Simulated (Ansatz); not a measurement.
**BH2+ (singlet): wave-function methods side by side at distance B1–H2 = 2.629 Å, cc-pVQZ**

How much of the correlation energy of BH2+ (singlet) does each wave-function method recover here?

Computed with Ansatz 0.2.0, Gaussian basis. Level: cc-pVQZ, core rule «outside noble gas», up to 1 orbitals frozen.

Plan: UHF; CCSD(T) on RHF; CCSD(T) on UHF; BCCD(T) on RHF; CCSDT(Q) on RHF; CCSDT(Q) on UHF; CASSCF and MRCISD+Q, 4 electrons in 6 orbitals; CASSCF and NEVPT2, 4 electrons in 6 orbitals; Full CI.

## Step 1: The system

The geometry derives from a PBE0/def2-TZVP stationary point (not a proven minimum). One bond is set to the value named and the two fragments are kept rigid.

3 atoms, charge 1, spin multiplicity 1.

Atoms are counted from 1 here; the program's logs count them from 0.

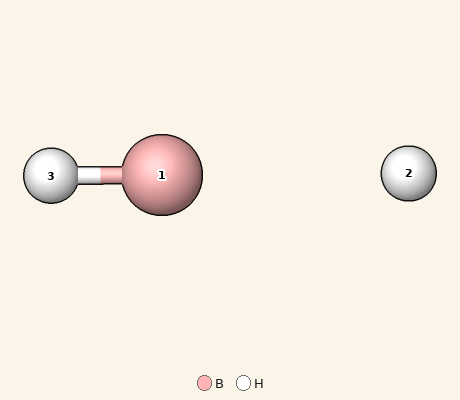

The structure; boron pink, hydrogen white; atoms are numbered from 1 in the order of the file.

As a file:

```xyz
3
BH2
B     0.0000    0.0000    0.4833
H     0.0000    0.0000   -2.1457
H     0.0000    0.0000    1.6625
```

## Step 2: UHF

File in.yaml:

```yaml
crystal:
  periodic: [false, false, false]
  atoms:
    - {symbol: B, position_ang: [0.000000, 0.000000, 0.483273]}
    - {symbol: H, position_ang: [0.000000, 0.000000, -2.145727]}
    - {symbol: H, position_ang: [0.000000, 0.000000, 1.662454]}
basis:
  gaussian: {orbitals: cc-pVQZ}
total_charge: 1
magnetization: {spin_polarized: true, initial_magnetization: 0}
hamiltonian: {xc: hf}
output: {orbitals: {seedname: orbitals}}
```

Launch:

```bash
$ ansatz run in.yaml --threads 1 --pin off --events-out ev --progress --plain --max-ram 4096MiB --backend cpu
```

The runs that follow: CCSD(T) on RHF; CCSD(T) on UHF; BCCD(T) on RHF; CCSDT(Q) on RHF; CCSDT(Q) on UHF; CASSCF and MRCISD+Q, 4 electrons in 6 orbitals; CASSCF and NEVPT2, 4 electrons in 6 orbitals; Full CI.

Before running them: what should the planned runs give, taken together? Wanted: FCI below the RHF energy; RMP2 from FCI; UMP2 from FCI; RCCSD from FCI; RCCSD(T) from FCI; UCCSD(T) from FCI; RCCSDT(Q) from FCI; UCCSDT(Q) from FCI; NEVPT2 valence from FCI.

The runs gave:

| quantity | value |
| --- | --- |
| FCI below the RHF energy | -3.6211 eV |
| RMP2 from FCI | +1111.5 meV |
| UMP2 from FCI | +774.9 meV |
| RCCSD from FCI | +134.0 meV |
| RCCSD(T) from FCI | +21.9 meV |
| UCCSD(T) from FCI | +72.1 meV |
| RCCSDT(Q) from FCI | +1.0 meV |
| UCCSDT(Q) from FCI | +0.3 meV |
| NEVPT2 valence from FCI | +268.3 meV |
| MRCISD+Q valence from FCI | +67.8 meV |
| levels within 1 kcal/mol (43 meV) | RCCSD(T), BCCD(T), RCCSDT, UCCSDT, RCCSDT(Q), UCCSDT(Q) |
| T1 diagnostic | 0.070 |
| effectively unpaired electrons | 0.69 |

RCCSD(T) lands +21.9 meV from the yardstick (0.6 % of the correlation energy). CCSD(T) misses by +21.9 meV on the restricted determinant and by +72.1 meV on the unrestricted one; the two need not hold the same state or core. The occupations show some static correlation. Of the multireference levels listed MRCISD+Q valence comes nearest in total energy (+67.8 meV), which doesn't show that its space is the better one. These misses are within one basis, not against nature.
